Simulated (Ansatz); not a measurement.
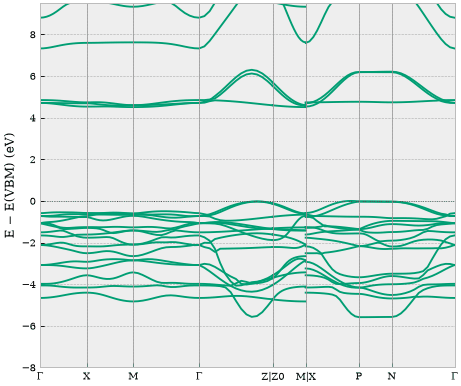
Fig. 1. Band structure from plane-wave PAW LDA (Ansatz code)

The gap is 4.51 eV; an edge lies off the plotted path or next to a special point (maximum off the standard path, minimum at M).

The material is WOF$_{4}$ in space group I4 (No. 79; W on 2a, O on 2a, F on 8c).

The workflow started from a Materials Project entry (that database holds measured and hypothetical structures alike); the Crystallography Open Database copy checked does not list it. Its standing as an ambient phase is unchecked. The LDA relaxation kept the symmetry of its start; its stability against distortions is not shown here. The run is not spin-polarised. No Hubbard U is applied. A crystal of weakly bound chains computed without a dispersion correction: the cell and the soft elastic constants depend strongly on that. Spin–orbit coupling is left out wherever it is not named.

Potentials: the later of the program's two PAW sets.
